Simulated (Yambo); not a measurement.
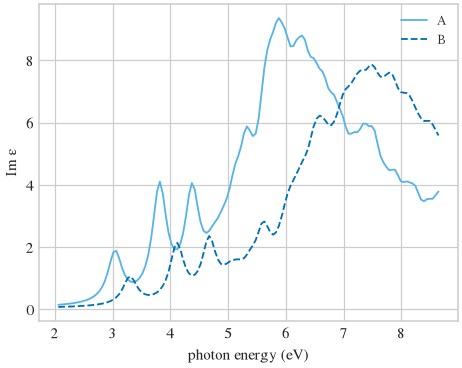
*Two computed absorption spectra of GaAlN2 (space group P-4m2, No. 115) under isotropic strain of +2 % on all lattice vectors (Yambo, PBEsol bands with the same scissor, field along x)*

Axes are Cartesian, with cell vectors (Å) (3.21, 0.00, 0.00), (0.00, 3.21, 0.00), (0.00, 0.00, 4.51).

Which curve includes the electron-hole attraction (BSE)?

Curve A: the attraction moves weight to lower energy (centre of the plotted range 6.1 eV against 6.8 eV). Settings: 8×8×6 mesh, 5 valence and 3 conduction bands, static screening with 29 bands and a 4 Ry block, scissor 0.93 eV, Tamm-Dancoff. The scissor comes from a G0W0 run whose convergence isn't established. Broadening 0.15 eV. The band window holds all transitions up to 8.7 eV. On this mesh the peak heights and the fine structure are mesh artefacts; only the shift of weight is robust.

The standard potential for Ga keeps a d shell in the valence without the s and p states of that shell. In tests on such compounds this moved G0W0 gaps by up to about 0.9 eV, so absolute quasiparticle energies here are unreliable; differences between settings are what counts.

Spin-orbit coupling is not included.

Geometry strained from the cell relaxed with PBEsol, atoms relaxed again; primitive cell a = 3.206 Å, b = 3.206 Å, c = 4.512 Å, α = 90.00°, β = 90.00°, γ = 90.00°.

The structure is a Materials Project entry; no match was found in the copy of COD used, and its stability was not checked.
